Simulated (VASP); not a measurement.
# What spin-orbit coupling changes in HfB2, part 3 of 3

Aim: run bands, DOS and a relaxation of HfB2 twice, without and with spin-orbit coupling. All runs use PBE. Left out of this account: 1 further run (self-consistent run: a reference on another mesh). The start is a cell from a database of measured crystal structures.

VASP 6.6.1, plane waves and PAW; the level of theory is named at each step.

So far. Step 4 (Density of states (PBE)): Of the states within 0.3 eV of the Fermi level, the largest shares in the PAW spheres are Hf d 50 % and B p 16 %. The rest lies in smaller channels or between the spheres. Step 5 (Density of states (PBE + SOC)): The DOS at the Fermi level goes from 0.191 to 0.242 states/eV/cell, a number that is sensitive to the mesh. The run took 3.5 times the core time, with 28 spinor bands against 21.

**6. Full relaxation (PBE)**

This step: PBE; plane waves and PAW (Hf_pv, B) (VASP 6.6.1).

Last, the cell itself: ISIF = 3 frees volume, shape and positions, first without the coupling.

Contents of INCAR:

```
SYSTEM = HfB2
PREC = Accurate
ENCUT = 420
EDIFF = 1E-06
NELM = 100
ISMEAR = -1
SIGMA = 0.05
LREAL = .FALSE.
ALGO = Normal
GGA = PE
NBANDS = 14
LASPH = .TRUE.
LORBIT = 11
LWAVE = .FALSE.
LCHARG = .FALSE.
KPAR = 4
IBRION = 2
NSW = 60
ISIF = 3
EDIFFG = -0.01
```

Contents of POSCAR:

```
HfB2
1.0
    3.1400000000      0.0000000000      0.0000000000
   -1.5700000000      2.7193197679      0.0000000000
    0.0000000000      0.0000000000      3.4800000000
Hf B
1 2
Direct
    0.0000000000      0.0000000000      0.0000000000
    0.3333333333      0.6666666667      0.5000000000
    0.6666666667      0.3333333333      0.5000000000
```

Contents of KPOINTS:

```
Automatic mesh
0
Gamma
10 10 8
0 0 0
```

Potentials, in the order of the species: Hf_pv and B (PBE family, release 64).

Command:

```sh
$ mpirun -np 4 vasp_std
```

What it wrote:

```text
[... set-up lines as in an earlier step ...]
 entering main loop
       N       E                     dE             d eps       ncg     rms          rms(c)
DAV:   1     0.214908288240E+02    0.21491E+02   -0.71872E+03  1960   0.917E+02
DAV:   2    -0.274488041560E+02   -0.48940E+02   -0.46288E+02  2540   0.203E+02
DAV:   3    -0.287653943370E+02   -0.13166E+01   -0.13117E+01  2560   0.255E+01
DAV:   4    -0.287712206426E+02   -0.58263E-02   -0.58250E-02  2290   0.209E+00
DAV:   5    -0.287712586827E+02   -0.38040E-04   -0.38041E-04  2560   0.146E-01    0.525E+01
DAV:   6    -0.265105076847E+02    0.22608E+01   -0.35906E+00  2380   0.129E+01    0.385E+01
DAV:   7    -0.264657094112E+02    0.44798E-01   -0.11732E+00  2434   0.761E+00    0.117E+01
DAV:   8    -0.264025312347E+02    0.63178E-01   -0.30197E-01  2320   0.398E+00    0.172E+00
DAV:   9    -0.263978558582E+02    0.46754E-02   -0.23628E-02  2326   0.121E+00    0.362E-01
DAV:  10    -0.263977222832E+02    0.13357E-03   -0.80800E-04  2374   0.233E-01    0.286E-01
DAV:  11    -0.263977285187E+02   -0.62355E-05   -0.58358E-05  2464   0.590E-02    0.122E-01
DAV:  12    -0.263977255838E+02    0.29349E-05   -0.40266E-06  2314   0.158E-02    0.153E-02
DAV:  13    -0.263977257202E+02   -0.13641E-06   -0.26837E-07  1172   0.437E-03
   1 F= -.26397726E+02 E0= -.26396431E+02  d E =-.263977E+02
 curvature:   0.00 expect dE= 0.000E+00 dE for cont linesearch  0.000E+00
 trial: gam= 0.00000 g(F)=  0.174E-50 g(S)=  0.195E-02 ort = 0.000E+00 (trialstep = 0.100E+01)
 search vector abs. value=  0.195E-02
 bond charge predicted
       N       E                     dE             d eps       ncg     rms          rms(c)
DAV:   1    -0.264010313033E+02   -0.33057E-02   -0.10086E-01  2008   0.270E+00    0.980E-01
DAV:   2    -0.263985230094E+02    0.25083E-02   -0.39675E-03  2068   0.561E-01    0.477E-01
DAV:   3    -0.263976772273E+02    0.84578E-03   -0.22182E-03  2242   0.373E-01    0.369E-01
DAV:   4    -0.263976767293E+02    0.49803E-06   -0.37581E-05  2404   0.568E-02    0.364E-01
DAV:   5    -0.263976543535E+02    0.22376E-04   -0.16918E-04  2434   0.875E-02    0.766E-02
DAV:   6    -0.263976413333E+02    0.13020E-04   -0.16237E-05  2314   0.321E-02    0.381E-02
DAV:   7    -0.263976386770E+02    0.26564E-05   -0.44358E-06  2518   0.166E-02    0.233E-02
DAV:   8    -0.263976384782E+02    0.19874E-06   -0.38598E-07  1004   0.524E-03
   2 F= -.26397638E+02 E0= -.26396354E+02  d E =0.872420E-04
[...]
3 F= -.26398186E+02 E0= -.26396896E+02  d E =-.459939E-03
 curvature:  -0.24 expect dE=-0.260E-04 dE for cont linesearch -0.134E-07
 trial: gam= 0.04951 g(F)=  0.245E-49 g(S)=  0.107E-03 ort = 0.104E-04 (trialstep = 0.895E+00)
 search vector abs. value=  0.113E-03
 bond charge predicted
       N       E                     dE             d eps       ncg     rms          rms(c)
DAV:   1    -0.263982859602E+02   -0.99343E-04   -0.45110E-03  2032   0.517E-01    0.712E-02
DAV:   2    -0.263982457203E+02    0.40240E-04   -0.60088E-05  2506   0.621E-02    0.314E-02
DAV:   3    -0.263982301974E+02    0.15523E-04   -0.15046E-05  2444   0.290E-02    0.104E-02
DAV:   4    -0.263982291301E+02    0.10673E-05   -0.14699E-06  1938   0.939E-03    0.720E-03
DAV:   5    -0.263982291677E+02   -0.37601E-07   -0.23310E-07  1004   0.378E-03
   4 F= -.26398229E+02 E0= -.26396950E+02  d E =-.435084E-04
 trial-energy change:   -0.000044  1 .order   -0.000045   -0.000096    0.000007
 step:   0.8367(harm=  0.8367)  dis= 0.00000  next Energy=   -26.398231 (dE=-0.449E-04)
 reached required accuracy - stopping structural energy minimisation
```

Wall time 14 s (4 MPI ranks of Intel Xeon 6975P-C (Granite Rapids), shared host); peak memory 0.58 GiB.

Parts of OUTCAR (step 6):

```text
   k-points           NKPTS =     70   k-points in BZ     NKDIM =     70   number of bands    NBANDS=     14

   NELECT =      16.0000    total number of electrons

 E-fermi :   7.5337

 k-point     1 :       0.0000    0.0000    0.0000
  band No.  band energies     occupation
    ...
      4      -6.0920      2.00000
      5       4.6308      2.00000
      6       4.7679      2.00000
      7       4.7679      2.00000
      8       4.8336      2.00000
      9      11.6453      0.00000
     10      11.6453      0.00000
     11      12.2521      0.00000
     12      12.2521      0.00000
     13      12.6352      0.00000
    ...

  Total        0.0051265      0.0051265     -0.0009718      0.0000000      0.0000000      0.0000000
  in kB        0.2752869      0.2752869     -0.0521824      0.0000000      0.0000000      0.0000000
  external PRESSURE =       0.1661305 kB  Pullay stress =       0.0000000 kB

 POSITION                                       TOTAL-FORCE (eV/Angst)
 -----------------------------------------------------------------------------------
     -1.57080      2.72071      0.00000        -0.000000     -0.000000     -0.000000
     -0.00000      1.81381      1.74535        -0.000000      0.000000     -0.000000
      1.57080      0.90690      1.74535         0.000000     -0.000000      0.000000
 -----------------------------------------------------------------------------------
    total drift:                               -0.000000      0.000000      0.000000

  FREE ENERGIE OF THE ION-ELECTRON SYSTEM (eV)
  ---------------------------------------------------
  free  energy   TOTEN  =       -26.3982291677 eV

  energy  without entropy=      -26.3956701963  energy(sigma->0) =      -26.39694968

 reached required accuracy - stopping structural energy minimisation

[... 6 parts as in an earlier step ...]

[... 10 further parts left out ...]
```

CONTCAR:

```
HfB2
   1.00000000000000
     3.1416084326193916    0.0000000000000000    0.0000000000000000
    -1.5708042163096958    2.7207127114086944    0.0000000000000000
     0.0000000000000000    0.0000000000000000    3.4907033061197512
  Hf              B
     1     2
Direct
     0.0000000000000000    1.0000000000000000    0.0000000000000000
     0.3333333332999970    0.6666666667000030    0.5000000000000000
     0.6666666667000030    0.3333333332999970    0.5000000000000000
```

The run keeps the 24 symmetry operations of its start, so it cannot find a distortion of lower symmetry.

The steps of the relaxation:

```
step  energy less that of the first step (eV)  largest force (eV/Å)  pressure (GPa)  volume (Å³)
   1                                   0.0000                0.0000            1.02        29.71
   2                                   0.0001                0.0000           -1.24        29.99
   3                                  -0.0005                0.0000           -0.08        29.84
   4                                  -0.0005                0.0000            0.02        29.84
```

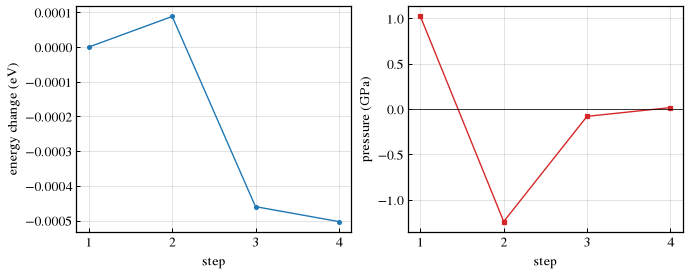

Energy and pressure along the relaxation.

```
conventional cell, symmetrised  before  after  change
                         a (Å)   3.140  3.142  +0.1 %
                         b (Å)   3.140  3.142  +0.1 %
                         c (Å)   3.480  3.491  +0.3 %
              volume (Å³/atom)    9.90   9.95  +0.4 %
```

Final coordinates:

```
Hf B
1.0
     3.14161    0.00000    0.00000
    -1.57080    2.72071    0.00000
     0.00000    0.00000    3.49070
Hf B
1 2
Direct
  0.00000 0.00000 0.00000
  0.33333 0.66667 0.50000
  0.66667 0.33333 0.50000
```

Numbers from this step:

```
bands                           : 14
free energy (TOTEN)             : -26.40 eV
energy at zero smearing         : -26.40 eV
Fermi energy                    : 7.534 eV
pressure                        : 0.01661 GPa
SCF cycles over all ionic steps : 34
```

It ends with forces that vanish by symmetry and a pressure of 0.02 GPa.

**7. Full relaxation (PBE + SOC)**

This step: PBE, spin-orbit coupling; plane waves and PAW (Hf_pv, B) (VASP 6.6.1).

The same relaxation with spinors and spin-orbit coupling.

Changes to INCAR since step 6:

```diff
@@ -10,4 +10,9 @@
 GGA = PE
-NBANDS = 14
+LNONCOLLINEAR = .TRUE.
+MAGMOM = 0 0 0 0 0 0 0 0 0
+NBANDS = 28
+GGA_COMPAT = .FALSE.
 LASPH = .TRUE.
+LSORBIT = .TRUE.
+LMAXMIX = 4
 LORBIT = 11
```

POSCAR is that of step 6.

KPOINTS is that of step 6.

Command:

```sh
$ mpirun -np 4 vasp_ncl
```

What it wrote:

```text
[... set-up lines as in an earlier step ...]
 entering main loop
       N       E                     dE             d eps       ncg     rms          rms(c)
[... 13 cycles as in an earlier step ...]
   1 F= -.27059991E+02 E0= -.27058738E+02  d E =-.270600E+02  mag=    -0.0000     0.0000    -0.0000
 curvature:   0.00 expect dE= 0.000E+00 dE for cont linesearch  0.000E+00
 trial: gam= 0.00000 g(F)=  0.344E-51 g(S)=  0.190E-02 ort = 0.000E+00 (trialstep = 0.100E+01)
 search vector abs. value=  0.190E-02
 bond charge predicted
       N       E                     dE             d eps       ncg     rms          rms(c)
DAV:   1    -0.270629579184E+02   -0.29660E-02   -0.96540E-02  4016   0.269E+00    0.139E+00
DAV:   2    -0.270608429902E+02    0.21149E-02   -0.55841E-03  4084   0.617E-01    0.399E-01
DAV:   3    -0.270600655757E+02    0.77741E-03   -0.12822E-03  4356   0.288E-01    0.286E-01
DAV:   4    -0.270599774709E+02    0.88105E-04   -0.13600E-04  4724   0.926E-02    0.206E-01
DAV:   5    -0.270599567005E+02    0.20770E-04   -0.10921E-05  4652   0.272E-02    0.159E-01
DAV:   6    -0.270599455280E+02    0.11172E-04   -0.11786E-05  4836   0.231E-02    0.314E-02
DAV:   7    -0.270599447737E+02    0.75429E-06   -0.13098E-06  3956   0.804E-03
   2 F= -.27059945E+02 E0= -.27058701E+02  d E =0.466858E-04  mag=     0.0000     0.0000    -0.0000
[...]
3 F= -.27060455E+02 E0= -.27059207E+02  d E =-.463776E-03  mag=     0.0000    -0.0000    -0.0000
[...]
4 F= -.27060456E+02 E0= -.27059208E+02  d E =-.464305E-03  mag=    -0.0000     0.0000     0.0000
[...]
5 F= -.27060455E+02 E0= -.27059207E+02  d E =-.463569E-03  mag=    -0.0000     0.0000     0.0000
 curvature:  -0.69 expect dE=-0.665E-04 dE for cont linesearch -0.331E-09
 trial: gam= 0.05054 g(F)=  0.558E-50 g(S)=  0.971E-04 ort = 0.958E-06 (trialstep = 0.903E+00)
 search vector abs. value=  0.102E-03
 bond charge predicted
       N       E                     dE             d eps       ncg     rms          rms(c)
DAV:   1    -0.270605483617E+02   -0.92369E-04   -0.41681E-03  4028   0.501E-01    0.689E-02
DAV:   2    -0.270605117380E+02    0.36624E-04   -0.54155E-05  4736   0.630E-02    0.344E-02
DAV:   3    -0.270604975011E+02    0.14237E-04   -0.14063E-05  4872   0.336E-02    0.146E-02
DAV:   4    -0.270604962502E+02    0.12510E-05   -0.25355E-06  4828   0.132E-02    0.115E-02
DAV:   5    -0.270604961933E+02    0.56825E-07   -0.17234E-07  2128   0.332E-03
   6 F= -.27060496E+02 E0= -.27059258E+02  d E =-.411644E-04  mag=     0.0000     0.0000    -0.0000
 trial-energy change:   -0.000041  1 .order   -0.000042   -0.000088    0.000003
 step:   0.8735(harm=  0.8735)  dis= 0.00000  next Energy=   -27.060497 (dE=-0.424E-04)
 reached required accuracy - stopping structural energy minimisation
```

The job ended after 67 s (4 MPI ranks; peak memory 0.97 GiB).

Parts of OUTCAR (step 7):

```text
   NELECT =      16.0000    total number of electrons

 E-fermi :   7.5284

 k-point     1 :       0.0000    0.0000    0.0000
  band No.  band energies     occupation
    ...
     12       4.7105      1.00000
     13       4.8103      1.00000
     14       4.8103      1.00000
     15       4.8449      1.00000
     16       4.8449      1.00000
     17      11.4898      0.00000
     18      11.4898      0.00000
     19      11.6489      0.00000
     20      11.6489      0.00000
     21      12.1769      0.00000
    ...

  Total       -0.0050012     -0.0050012     -0.0099663      0.0000000     -0.0000000      0.0000000
  in kB       -0.2684934     -0.2684934     -0.5350452      0.0000000     -0.0000000      0.0000000
  external PRESSURE =      -0.3573440 kB  Pullay stress =       0.0000000 kB

 POSITION                                       TOTAL-FORCE (eV/Angst)
 -----------------------------------------------------------------------------------
     -1.57091      2.72090     -0.00000        -0.000000     -0.000000      0.000000
     -0.00000      1.81393      1.74554         0.000000     -0.000000     -0.000000
      1.57091      0.90697      1.74554        -0.000000      0.000000      0.000000
 -----------------------------------------------------------------------------------
    total drift:                               -0.000000      0.000000     -0.000000

  FREE ENERGIE OF THE ION-ELECTRON SYSTEM (eV)
  ---------------------------------------------------
  free  energy   TOTEN  =       -27.0604961933 eV

  energy  without entropy=      -27.0580205332  energy(sigma->0) =      -27.05925836

 Spin-Orbit-Coupling matrix elements
 Ion:    1  E_soc:     -1.3129361
 Ion:    2  E_soc:     -0.0000564
 Ion:    3  E_soc:     -0.0000564

 magnetization (x)
# of ion       s       p       d       tot
------------------------------------------
    1        0.000   0.000   0.000   0.000
    2       -0.000   0.000   0.000  -0.000
    3       -0.000   0.000   0.000  -0.000
--------------------------------------------------
tot         -0.000   0.000   0.000  -0.000

 magnetization (y)
# of ion       s       p       d       tot
------------------------------------------
    1        0.000  -0.000   0.000  -0.000
    2        0.000   0.000   0.000   0.000
    3        0.000   0.000   0.000   0.000
--------------------------------------------------
tot          0.000  -0.000   0.000   0.000

[... 9 parts as in an earlier step ...]

[... 10 further parts left out ...]
```

CONTCAR:

```
HfB2
   1.00000000000000
     3.1418214551024541    0.0000000000000000    0.0000000000000000
    -1.5709107275512271    2.7208971942906066   -0.0000000000000000
    -0.0000000000000000   -0.0000000000000000    3.4910896966180265
  Hf              B
     1     2
Direct
     0.0000000000000000    1.0000000000000000    0.0000000000000000
     0.3333333332999970    0.6666666667000030    0.5000000000000000
     0.6666666667000030    0.3333333332999970    0.5000000000000000
```

Relaxation path:

```
step  energy less that of the first step (eV)  largest force (eV/Å)  pressure (GPa)  volume (Å³)
   1                                   0.0000                0.0000            1.00        29.71
   2                                   0.0000                0.0000           -1.19        29.98
   3                                  -0.0005                0.0000           -0.06        29.84
   4                                  -0.0005                0.0000           -0.07        29.85
   5                                  -0.0005                0.0000           -0.08        29.85
   6                                  -0.0005                0.0000           -0.04        29.84
```

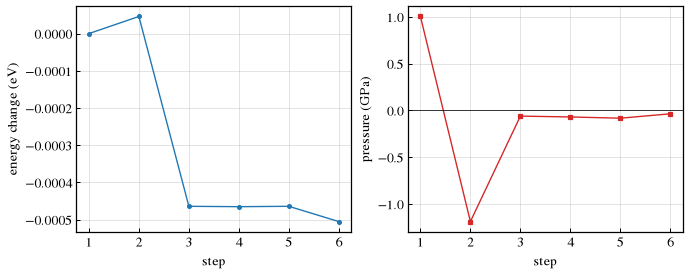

Energy and pressure along the relaxation.

```
conventional cell, symmetrised  before  after  change
                         a (Å)   3.140  3.142  +0.1 %
                         b (Å)   3.140  3.142  +0.1 %
                         c (Å)   3.480  3.491  +0.3 %
              volume (Å³/atom)    9.90   9.95  +0.4 %
```

The relaxed structure:

```xyz
3
Lattice="3.1418 0.0000 0.0000 -1.5709 2.7209 0.0000 0.0000 0.0000 3.4911" Properties=species:S:1:pos:R:3 pbc="T T T"
Hf    0.0000    0.0000    0.0000
B     0.0000    1.8139    1.7455
B     1.5709    0.9070    1.7455
```

This step gave:

| Property | Result |
| --- | --- |
| bands | 28 |
| free energy (TOTEN) | -27.06 eV |
| energy at zero smearing | -27.06 eV |
| Fermi energy | 7.528 eV |
| pressure | -0.03573 GPa |
| SCF cycles over all ionic steps | 35 |

On-site spin-orbit energy by atom:

```
atom  on-site spin-orbit energy (eV)
 Hf1                           -1.31
  B2                            0.00
  B3                            0.00
```

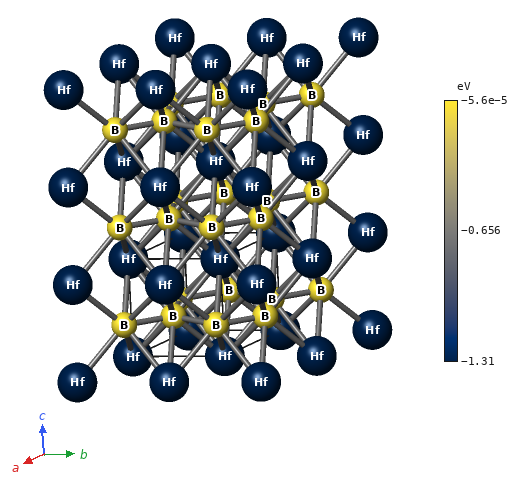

Atoms coloured by on-site spin-orbit energy. 2×2×3 cells are drawn. Some periodic images of atoms are drawn too.

The cell ends at 9.948 Å³/atom, under 0.05 % from the run without the coupling. The run took 4.8 times the core time, with 28 spinor bands against 14.

**8. The runs together**

| quantity | without | with spin-orbit coupling |
| --- | --- | --- |
| gap (eV) | none | none |
| core minutes, bands | 0.64 | 2.4 |
| DOS at the Fermi level (states/eV/cell) | 0.191 | 0.242 |
| core minutes, DOS | 0.4 | 1.4 |
| relaxed volume (Å³/atom) | 9.945 | 9.948 |
| core minutes, relaxation | 0.93 | 4.5 |

**9. Results**

```json
{"gap (eV), without → with": "none → none", "DOS at the Fermi level (states/eV/cell), without → with": "0.191 → 0.242", "relaxed volume (Å³/atom), without → with": "9.945 → 9.948"}
```

In words: HfB2 has no gap with or without spin-orbit coupling. The relaxed volume moves by under 0.05 %. The spinor runs cost 3.5 to 4.8 times as much, on a shared host.

[Lines on the potential files, build, host, timing and source positions are cut from VASP's logs without a mark.]

[Logs are printed without paths, hosts, clocks, repeated set-up lines and the standing remarks that a program may print on its own settings, such as how far it seeks lower states.]

[Hosts, paths, dates, database ids (printed as entryN), source tags and the programs' standing remarks are cut or masked in the printed files.]

[A measured line is paired with the nearest computed mode of its activity, which favours agreement.]
